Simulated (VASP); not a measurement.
Given:

```
AuCu3
1.0
    3.81257     0.00000     0.00000
    0.00000     3.81257     0.00000
    0.00000     0.00000     3.81257
Cu Au
3 1
Direct
  0.00000   0.50000   0.50000
  0.50000   0.00000   0.50000
  0.50000   0.50000   0.00000
  0.00000   0.00000   0.00000
```

Method: revPBE GGA, VASP's PBE PAW potentials (set 64) (plane waves; VASP 6.6.1). Run with 520 eV cut-off, 9×9×9 Γ-centred mesh, tetrahedra with Blöchl corrections, potentials Cu Au.

Unless said otherwise, spin-orbit coupling is left out, though it shifts the bands of the heavy elements here.

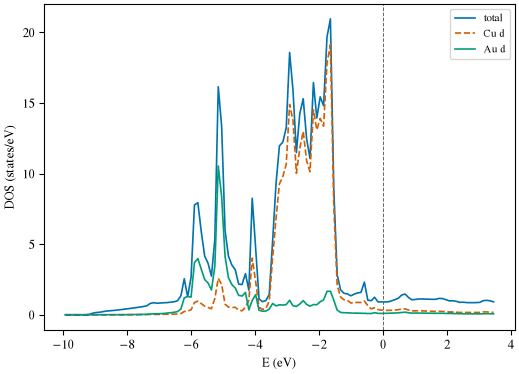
Total and projected density of states, zero at the Fermi level

Within 2 eV below the Fermi level the largest weight inside VASP's projection spheres is Cu d.

It has no gap at this level: it comes out as a metal or semimetal.

The compound is Cu3Au in the L1_2 structure. It was relaxed first, which changed the volume by +5 %.
